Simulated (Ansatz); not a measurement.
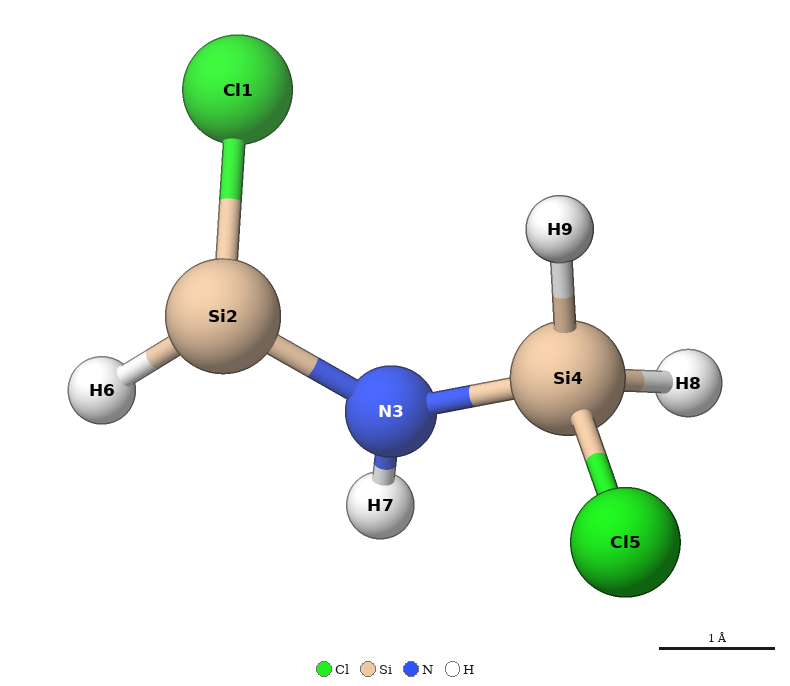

The atoms are numbered. The species is neutral and a spin doublet. The geometry was computed by an optimisation with PBE0-D4/def2-TZVP. No frequency run is at hand to confirm it as a minimum.

Which atoms are bonded, and how long are the bonds?

```json
{"bond": "Cl1–Si2", "length (Å)": "2.065", "order": "single"}
{"bond": "Si2–N3", "length (Å)": "1.723", "order": "single"}
{"bond": "Si2–H6", "length (Å)": "1.490", "order": "single"}
{"bond": "N3–Si4", "length (Å)": "1.718", "order": "single"}
{"bond": "N3–H7", "length (Å)": "1.012", "order": "single"}
{"bond": "Si4–Cl5", "length (Å)": "2.058", "order": "single"}
{"bond": "Si4–H8", "length (Å)": "1.478", "order": "single"}
{"bond": "Si4–H9", "length (Å)": "1.477", "order": "single"}
```
